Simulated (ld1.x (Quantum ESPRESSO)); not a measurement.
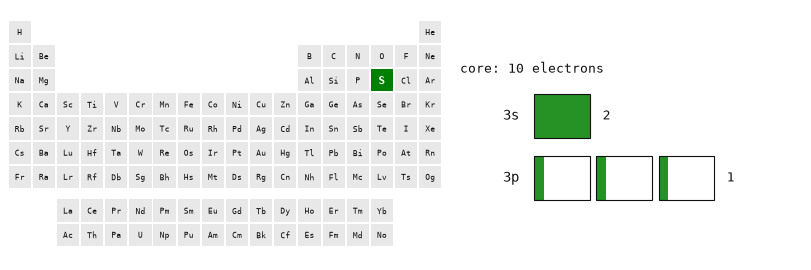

**Figure 1.** Left, the place of sulfur in the periodic table; right, the valence shells of the reference configuration: a box for each of the 2l + 1 orbitals, shaded by the share of the shell that is filled, with the electron count at the right.

## Pseudopotential generation for S (part 1 of 2)

- system: sulfur (S, Z = 16), core [Ne], reference valence 3s2 3p1 (an ion of charge +3), valence charge 6.
- method: ultrasoft potential, PBE, scalar-relativistic, made with ld1.x (Quantum ESPRESSO) 7.5

### Results in brief

- outcome: generated
- cutoffs needed: 15 Ry and 30 Ry (the cutoffs, on a coarse ladder, from which the occupation-weighted sum of valence levels, in a spherical-Bessel basis at the reference potential, stays within 10 and 1 mRy of its value at 400 Ry); ghost states and empty shells don't enter this sum
- ghost test: no ghost state below the valence levels in the s, p, d, f channels (spherical-Bessel basis up to 400 Ry, 20 bohr box)
- largest excitation error: +35 meV (all-electron minus pseudo) for 3s2 3p4.3, out of 7 test configurations
- lowest eigenvalue of the overlap operator S in a Bessel basis (separate test): 0.39 (s channel)
- range over which the phases arctan(r u′/u) at the test radius agree within 0.05 rad (a looser test near the poles than one of phase shifts): s: over the whole range computed; p: over the whole range computed
- hardware: 1 CPU thread, shared host
- wall time: 1.9 s

### Input file
```
 &input
   title='S', zed=16., rel=1, dft='PBE', iswitch=3,
   config='[Ne] 3s2 3p1',
   nld=2, rlderiv=1.70, eminld=-6.0, emaxld=5.0, deld=0.02
 /
 &inputp
   pseudotype=3, tm=.true., lloc=-1, rcloc=1.25,
   nlcc=.false.,
   file_pseudopw='S.UPF', file_wfcaegen='ae.wfc', file_wfcncgen='nc.wfc', file_beta='beta', file_chi='chi', file_wfcusgen='us.wfc'
 /
4
3S  1  0   2.00   0.00  1.40  1.55  0.0
3S  1  0   0.00  -1.60  1.40  1.55  0.0
3P  2  1   1.00   0.00  1.30  1.55  0.0
3P  2  1   0.00  -0.95  1.30  1.55  0.0
 &test
   configts(1)='3s2 3p1'
 /
```

### Input of the test run
```
 &input
   title='S', zed=16., rel=1, dft='PBE', iswitch=2,
   config='[Ne] 3s2 3p1'
 /
 &test
   file_pseudo='S.UPF', nconf=8,
   configts(1)='3s2 3p1',
   configts(2)='3s2 3p4',
   configts(3)='3s2 3p3',
   configts(4)='3s2 3p2',
   configts(5)='3s0 3p6',
   configts(6)='3s2 3p4.3',
   configts(7)='3s1 3p4',
   configts(8)='3s2 3p0'
 /
```

Command:
```bash
ld1.x < S.in > S.out
```

### The program's output
```
     Program LD1 v.7.5
     --------------------------- All-electron run ----------------------------

     S
     scalar relativistic calculation

     atomic number is 16.00
     dft =PBE   lsd =0 sic =0 latt =0  beta=0.20 tr2=1.0E-14
     Exchange-correlation= PBE
                           (   1   4   3   4   0   0   0)
     mesh =1151 r(mesh) =  99.72449 a.u. xmin = -7.00 dx = 0.01250
     1 Ry =  13.60569312 eV, c = 137.03599908

     n l     nl                  e(Ry)          e(Ha)          e(eV)
     1 0     1S 1( 2.00)      -180.0087       -90.0043     -2449.1425
     2 0     2S 1( 2.00)       -18.6236        -9.3118      -253.3870
     2 1     2P 1( 6.00)       -14.5774        -7.2887      -198.3362
     3 0     3S 1( 2.00)        -3.8397        -1.9199       -52.2418
     3 1     3P 1( 1.00)        -2.9601        -1.4801       -40.2745

     final scf error:  1.6E-16 reached in  19 iterations

     Etot =    -793.088429 Ry,    -396.544214 Ha,  -10790.517782 eV

     Ekin =     796.282106 Ry,     398.141053 Ha,   10833.969968 eV
     Encl =   -1852.572851 Ry,    -926.286425 Ha,  -25205.537694 eV
     Eh   =     311.908614 Ry,     155.954307 Ha,    4243.732886 eV
     Exc  =     -48.706298 Ry,     -24.353149 Ha,    -662.682942 eV

     normalization and overlap integrals

     s(1S/1S) =  1.000000  <r> =   0.0969  <r2> =    0.0126  r(max) =   0.0633
     s(2S/2S) =  1.000000  <r> =   0.4779  <r2> =    0.2716  r(max) =   0.3877
     s(2P/2P) =  1.000000  <r> =   0.4408  <r2> =    0.2427  r(max) =   0.3254
     s(3S/3S) =  1.000000  <r> =   1.5204  <r2> =    2.6418  r(max) =   1.3363
     s(3P/3P) =  1.000000  <r> =   1.6635  <r2> =    3.2006  r(max) =   1.4404

     ------------------------ End of All-electron run ------------------------

     --------------------- Generating US pseudopotential ---------------------

      Generating local potential from pseudized AE potential:
      Matching radius rcloc =   1.2500

      Local pseudo, rcloc= 1.255 Estimated cut-off energy=    14.38 Ry

      Wfc   3S  rcut= 1.387  Using Troullier-Martins method
      Wfc-us  3S rcutus= 1.533  Estimated cut-off energy=    19.89 Ry

      Wfc   3S  rcut= 1.387  Using Troullier-Martins method
      Wfc-us  3S rcutus= 1.533  Estimated cut-off energy=    25.07 Ry

      Wfc   3P  rcut= 1.287  Using Troullier-Martins method
      Wfc-us  3P rcutus= 1.533  Estimated cut-off energy=    32.26 Ry

      Wfc   3P  rcut= 1.287  Using Troullier-Martins method
      Wfc-us  3P rcutus= 1.533  Estimated cut-off energy=    36.97 Ry

     ------------------- End of pseudopotential generation -------------------

     --------------------------- All-electron run ----------------------------

     S
     scalar relativistic calculation

     atomic number is 16.00
     dft =PBE   lsd =0 sic =0 latt =0  beta=0.20 tr2=1.0E-14
     Exchange-correlation= PBE
                           (   1   4   3   4   0   0   0)
     mesh =1151 r(mesh) =  99.72449 a.u. xmin = -7.00 dx = 0.01250
     1 Ry =  13.60569312 eV, c = 137.03599908

     n l     nl                  e(Ry)          e(Ha)          e(eV)
     1 0     1S 1( 2.00)      -180.0087       -90.0043     -2449.1425
     2 0     2S 1( 2.00)       -18.6236        -9.3118      -253.3870
     2 1     2P 1( 6.00)       -14.5774        -7.2887      -198.3362
     3 0     3S 1( 2.00)        -3.8397        -1.9199       -52.2418
     3 1     3P 1( 1.00)        -2.9601        -1.4801       -40.2745

     final scf error:  1.6E-16 reached in  19 iterations

     Etot =    -793.088429 Ry,    -396.544214 Ha,  -10790.517782 eV

     Ekin =     796.282106 Ry,     398.141053 Ha,   10833.969968 eV
     Encl =   -1852.572851 Ry,    -926.286425 Ha,  -25205.537694 eV
     Eh   =     311.908614 Ry,     155.954307 Ha,    4243.732886 eV
     Exc  =     -48.706298 Ry,     -24.353149 Ha,    -662.682942 eV

     normalization and overlap integrals

     s(1S/1S) =  1.000000  <r> =   0.0969  <r2> =    0.0126  r(max) =   0.0633
     s(2S/2S) =  1.000000  <r> =   0.4779  <r2> =    0.2716  r(max) =   0.3877
     s(2P/2P) =  1.000000  <r> =   0.4408  <r2> =    0.2427  r(max) =   0.3254
     s(3S/3S) =  1.000000  <r> =   1.5204  <r2> =    2.6418  r(max) =   1.3363
     s(3P/3P) =  1.000000  <r> =   1.6635  <r2> =    3.2006  r(max) =   1.4404

     ------------------------ End of All-electron run ------------------------

     Computing logarithmic derivative in   1.70520
     Computing logarithmic derivative in   1.70520
     Computing the partial wave expansion
     R is outside the sphere for l=    0 j= 0.00
     R is outside the sphere for l=    0 j= 0.00
     R is outside the sphere for l=    1 j= 0.00
     R is outside the sphere for l=    1 j= 0.00

     ---------------------- Testing the pseudopotential ----------------------

     S
     scalar relativistic calculation

     atomic number is 16.00   valence charge is  6.00
     dft =PBE   lsd =0 sic =0 latt =0  beta=0.20 tr2=1.0E-14
     mesh =1151 r(mesh) =  99.72449 xmin = -7.00 dx = 0.01250

     n l     nl             e AE (Ry)        e PS (Ry)    De AE-PS (Ry)
     1 0     3S   1( 2.00)       -3.83970       -3.83971        0.00001
     2 1     3P   1( 1.00)       -2.96012       -2.96013        0.00001

     eps = 3.4E-15  iter =  6

     Etot =    -793.088429 Ry,    -396.544214 Ha,  -10790.517782 eV
     Etotps =   -15.170458 Ry,      -7.585229 Ha,    -206.404599 eV

     Ekin =       4.579459 Ry,       2.289730 Ha,      62.306720 eV
     Encl =     -25.528232 Ry,     -12.764116 Ha,    -347.329295 eV
     Ehrt =       5.131678 Ry,       2.565839 Ha,      69.820036 eV
     Ecxc =      -2.083490 Ry,      -1.041745 Ha,     -28.347325 eV
     Epseu=       2.730127 Ry,       1.365063 Ha,      37.145266 eV

     ---------------------- End of pseudopotential test ----------------------
```

### Output of the test run (extracts)
```
     ---------------------- Testing the pseudopotential ----------------------

     S
     scalar relativistic calculation

     atomic number is 16.00   valence charge is  6.00
     dft =PBE   lsd =0 sic =0 latt =0  beta=0.20 tr2=1.0E-14
     mesh =1151 r(mesh) =  99.72449 xmin = -7.00 dx = 0.01250

     n l     nl             e AE (Ry)        e PS (Ry)    De AE-PS (Ry)
     1 0     3S   1( 2.00)       -3.83970       -3.83971        0.00001
     2 1     3P   1( 1.00)       -2.96012       -2.96013        0.00001

     eps = 3.6E-15  iter =  6

     Etot =    -793.088429 Ry,    -396.544214 Ha,  -10790.517782 eV
     Etotps =   -15.170458 Ry,      -7.585229 Ha,    -206.404599 eV

     Ekin =       4.579459 Ry,       2.289730 Ha,      62.306720 eV
     Encl =     -25.528232 Ry,     -12.764116 Ha,    -347.329295 eV
     Ehrt =       5.131678 Ry,       2.565839 Ha,      69.820036 eV
     Ecxc =      -2.083490 Ry,      -1.041745 Ha,     -28.347325 eV
     Epseu=       2.730127 Ry,       1.365063 Ha,      37.145266 eV

     ---------------------- End of pseudopotential test ----------------------

     ---------------------- Testing the pseudopotential ----------------------

     S
     scalar relativistic calculation

     atomic number is 16.00   valence charge is  6.00
     dft =PBE   lsd =0 sic =0 latt =0  beta=0.20 tr2=1.0E-14
     mesh =1151 r(mesh) =  99.72449 xmin = -7.00 dx = 0.01250

     n l     nl             e AE (Ry)        e PS (Ry)    De AE-PS (Ry)
     1 0     3S   1( 2.00)       -1.26832       -1.26857        0.00025
     2 1     3P   1( 4.00)       -0.51514       -0.51524        0.00010

     eps = 8.1E-15  iter = 56

     Etot =    -798.093271 Ry,    -399.046635 Ha,  -10858.612127 eV
     Etotps =   -20.177847 Ry,     -10.088924 Ha,    -274.533596 eV
     dEtot_ae =      -5.004842 Ry
     dEtot_ps =      -5.007389 Ry,   Delta E=       0.002547 Ry

     Ekin =       7.854394 Ry,       3.927197 Ha,     106.864474 eV
     Encl =     -43.647661 Ry,     -21.823830 Ha,    -593.856678 eV
     Ehrt =      16.804722 Ry,       8.402361 Ha,     228.639891 eV
     Ecxc =      -4.170158 Ry,      -2.085079 Ha,     -56.737897 eV
     Epseu=       2.980856 Ry,       1.490428 Ha,      40.556614 eV

     ---------------------- End of pseudopotential test ----------------------

     ---------------------- Testing the pseudopotential ----------------------

     S
     scalar relativistic calculation

     atomic number is 16.00   valence charge is  6.00
     dft =PBE   lsd =0 sic =0 latt =0  beta=0.20 tr2=1.0E-14
     mesh =1151 r(mesh) =  99.72449 xmin = -7.00 dx = 0.01250

     n l     nl             e AE (Ry)        e PS (Ry)    De AE-PS (Ry)
     1 0     3S   1( 2.00)       -2.03078       -2.03164        0.00087
     2 1     3P   1( 3.00)       -1.23448       -1.23526        0.00078

     eps = 7.8E-15  iter = 47

     Etot =    -797.228268 Ry,    -398.614134 Ha,  -10846.843170 eV
     Etotps =   -19.312348 Ry,      -9.656174 Ha,    -262.757884 eV
     dEtot_ae =      -4.139840 Ry
     dEtot_ps =      -4.141890 Ry,   Delta E=       0.002050 Ry

     Ekin =       7.202603 Ry,       3.601302 Ha,      97.996408 eV
     Encl =     -38.513312 Ry,     -19.256656 Ha,    -524.000299 eV
     Ehrt =      12.581310 Ry,       6.290655 Ha,     171.177443 eV
     Ecxc =      -3.550485 Ry,      -1.775242 Ha,     -48.306803 eV
     Epseu=       2.967535 Ry,       1.483767 Ha,      40.375367 eV

     ---------------------- End of pseudopotential test ----------------------

     ---------------------- Testing the pseudopotential ----------------------

     S
     scalar relativistic calculation

     atomic number is 16.00   valence charge is  6.00
     dft =PBE   lsd =0 sic =0 latt =0  beta=0.20 tr2=1.0E-14
     mesh =1151 r(mesh) =  99.72449 xmin = -7.00 dx = 0.01250

     n l     nl             e AE (Ry)        e PS (Ry)    De AE-PS (Ry)
     1 0     3S   1( 2.00)       -2.89551       -2.89663        0.00112
     2 1     3P   1( 2.00)       -2.05644       -2.05757        0.00113

     eps = 7.2E-15  iter = 62

     Etot =    -795.590456 Ry,    -397.795228 Ha,  -10824.559602 eV
     Etotps =   -17.673412 Ry,      -8.836706 Ha,    -240.459019 eV
     dEtot_ae =      -2.502028 Ry
     dEtot_ps =      -2.502954 Ry,   Delta E=       0.000926 Ry

     Ekin =       6.116128 Ry,       3.058064 Ha,      83.214159 eV
     Encl =     -32.428245 Ry,     -16.214122 Ha,    -441.208743 eV
     Ehrt =       8.590526 Ry,       4.295263 Ha,     116.880055 eV
     Ecxc =      -2.840834 Ry,      -1.420417 Ha,     -38.651514 eV
     Epseu=       2.889013 Ry,       1.444507 Ha,      39.307024 eV

     ---------------------- End of pseudopotential test ----------------------

     ---------------------- Testing the pseudopotential ----------------------

     S
     scalar relativistic calculation

     atomic number is 16.00   valence charge is  6.00
     dft =PBE   lsd =0 sic =0 latt =0  beta=0.20 tr2=1.0E-14
     mesh =1151 r(mesh) =  99.72449 xmin = -7.00 dx = 0.01250

     n l     nl             e AE (Ry)        e PS (Ry)    De AE-PS (Ry)
     1 0     3S   1( 0.00)       -1.36416       -1.36416       -0.00000
     2 1     3P   1( 6.00)       -0.59357       -0.59355       -0.00002

     eps = 3.1E-15  iter = 10

     Etot =    -796.568914 Ry,    -398.284457 Ha,  -10837.872201 eV
     Etotps =   -18.653321 Ry,      -9.326660 Ha,    -253.791358 eV
     dEtot_ae =      -3.480486 Ry
     dEtot_ps =      -3.482863 Ry,   Delta E=       0.002377 Ry

     Ekin =       9.661547 Ry,       4.830773 Ha,     131.452038 eV
     Encl =     -42.406754 Ry,     -21.203377 Ha,    -576.973277 eV
     Ehrt =      16.281051 Ry,       8.140525 Ha,     221.514979 eV
     Ecxc =      -4.042114 Ry,      -2.021057 Ha,     -54.995765 eV
     Epseu=       1.852950 Ry,       0.926475 Ha,      25.210667 eV

     ---------------------- End of pseudopotential test ----------------------
```

(Continued in part 2.)
